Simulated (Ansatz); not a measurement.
**C₂H₇NOSi: one species, many methods**

Aim: compute C₂H₇NOSi with functionals from several rungs and with coupled cluster, and see how far each lands from CCSD(T) at the basis-set limit for the atomisation energy.

Program: Ansatz 0.2.0, Gaussian basis. Level of theory: functionals in def2-TZVPP, the program's frozen cores in correlated methods. These are calculated values, not measurements.

The runs, in order: PBE-D4, r2SCAN-D4, PBE0-D4, B3LYP-D4, ωB97X-V, ωB97M-V, B2PLYP; CCSD(T)/def2-TZVPP; MP2/def2-QZVPP; extrapolation to the limit.

### 1 The geometry

An earlier PBE0-D4 in a triple-zeta def2 set relaxation fixed the geometry.

SMILES `CN1[SiH2]C1O`, 12 atoms, charge 0, spin multiplicity 1.

Atoms are counted from 1 here; the program's logs count them from 0.

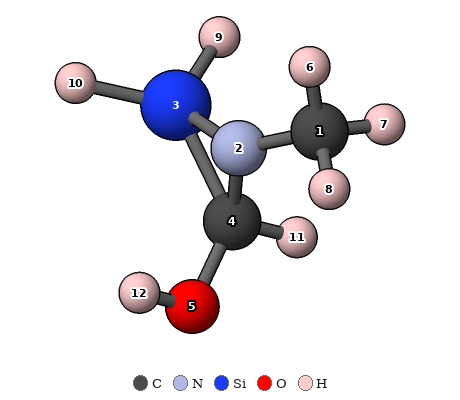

The geometry (carbon dark grey, nitrogen light blue, silicon blue, oxygen red, hydrogen pink); atoms are numbered from 1 in the order of the file.

Coordinates:

```xyz
12

C    -1.4945    0.0201    0.6736
N    -0.1894    0.2932    0.1353
Si    1.4723    0.3570    0.5287
C     0.5189   -0.5691   -0.7762
O     0.3901   -0.3190   -2.1411
H    -1.7416    0.7621    1.4355
H    -1.5571   -0.9756    1.1331
H    -2.2528    0.0790   -0.1124
H     1.9866   -0.3489    1.7324
H     2.1584    1.6551    0.3206
H     0.3782   -1.6446   -0.6316
H     0.4080    0.6355   -2.2638
```

### 2 PBE-D4 (GGA)

The input, in.yaml:

```yaml
crystal:
  periodic: [false, false, false]
  atoms:
    - {symbol: C, position_ang: [-1.494507, 0.020146, 0.673616]}
    - {symbol: N, position_ang: [-0.189429, 0.293168, 0.135264]}
    - {symbol: Si, position_ang: [1.472295, 0.357011, 0.528661]}
    - {symbol: C, position_ang: [0.518877, -0.569111, -0.776190]}
    - {symbol: O, position_ang: [0.390084, -0.318955, -2.141106]}
    - {symbol: H, position_ang: [-1.741637, 0.762069, 1.435547]}
    - {symbol: H, position_ang: [-1.557128, -0.975591, 1.133088]}
    - {symbol: H, position_ang: [-2.252798, 0.079041, -0.112420]}
    - {symbol: H, position_ang: [1.986627, -0.348950, 1.732405]}
    - {symbol: H, position_ang: [2.158370, 1.655079, 0.320612]}
    - {symbol: H, position_ang: [0.378167, -1.644559, -0.631599]}
    - {symbol: H, position_ang: [0.407978, 0.635453, -2.263775]}
basis:
  gaussian: {orbitals: def2-TZVPP}
hamiltonian: {xc: pbe, dispersion: d4}
output: {forces: true, orbitals: {seedname: orbitals}}
```

On the command line:

```
ansatz run in.yaml --threads 4 --pin off --events-out ev --progress --plain --max-ram 10444MiB
```

Further steps of the session: r2SCAN-D4 (meta-GGA); PBE0-D4 (hybrid); B3LYP-D4 (hybrid); ωB97X-V (range-separated); ωB97M-V (range-separated); B2PLYP (double hybrid); CCSD(T) in def2-TZVPP; MP2 in def2-QZVPP.

Before running them: what should the planned runs give, taken together? Wanted: atomisation energy, CCSD(T)/CBS; farthest; mean size of error, hybrid; mean size of error, range-separated; gap, smallest and largest; T1 diagnostic; triples share of the correlation energy.

**Answer**, as computed:

```
                               quantity                                  value
        atomisation energy, CCSD(T)/CBS                          4330.2 kJ/mol
 functionals within 21.7 kJ/mol (0.5 %)  r2SCAN-D4, PBE0-D4, B3LYP-D4, ωB97M-V
                               farthest                 PBE-D4 (+113.3 kJ/mol)
             mean size of error, hybrid                            10.9 kJ/mol
    mean size of error, range-separated                            22.2 kJ/mol
              gap, smallest and largest   4.36 eV (PBE-D4), 10.72 eV (ωB97X-V)
                          T1 diagnostic                                 0.0128
triples share of the correlation energy                                  4.0 %
```

**Reading.** PBE-D4 misses by +113.3 kJ/mol. Double hybrids carry the basis error of their MP2 part in triple zeta, and no dispersion term here, so their miss is partly the set-up's. Misses under about 21.7 kJ/mol are within the doubt on the reference itself, which lacks core-valence correlation, relativity and higher excitations. Hartree-Fock recovers 69 % of the binding; the rest is correlation. Orbital gaps span 4.4 to 10.7 eV; exact exchange widens them.
